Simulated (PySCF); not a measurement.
AlBrCl2.

Method: B3LYP/def2-TZVP; geometry: GFN2-xTB; program: PySCF. No frequency check shows the geometry to be a minimum. GFN2-xTB bond lengths at metals and heavier atoms can be off by up to 0.1 Å and shapes distorted, which carries into these values. Without diffuse functions Rydberg states are missing, so the states' numbers hold for this basis only.

Coordinates in Å:

```
Al1     -0.5718    0.0003    0.0000
Cl2     -1.5147   -1.7888    0.0000
Cl3     -1.5142    1.7889    0.0000
Br4      1.6835   -0.0002    0.0000
```

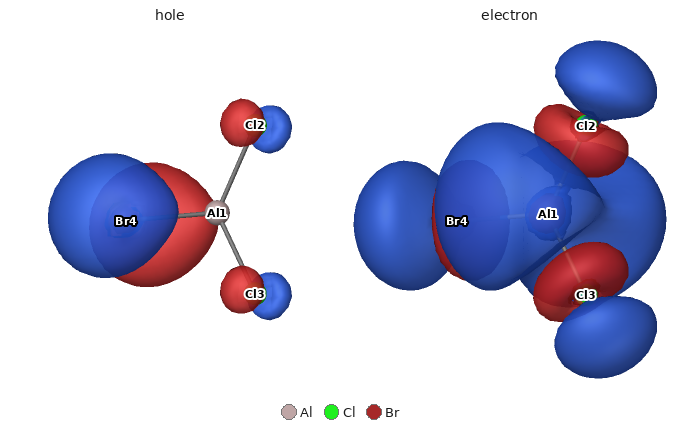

Leading natural transition orbital pair of S₃ (TDA singlet states); the surfaces enclose about 85 % of each orbital's density.

Characterise the state.

6.21 eV (200 nm), f = 0.014, n → σ*; the leading pair carries 100 %; hole on Br4 (85 %) and Al1 (8 %), electron on Al1 (50 %), Br4 (21 %) and Cl2 and Cl3 (14 % each); their centroids lie 1.7 Å apart. In canonical orbitals it is mainly HOMO−1 → LUMO (99 %). The HOMO–LUMO gap is 7.01 eV.

Run time: 6.5 min on 1 thread of Arm Neoverse V2, on a shared host, peak memory 0.78 GiB.
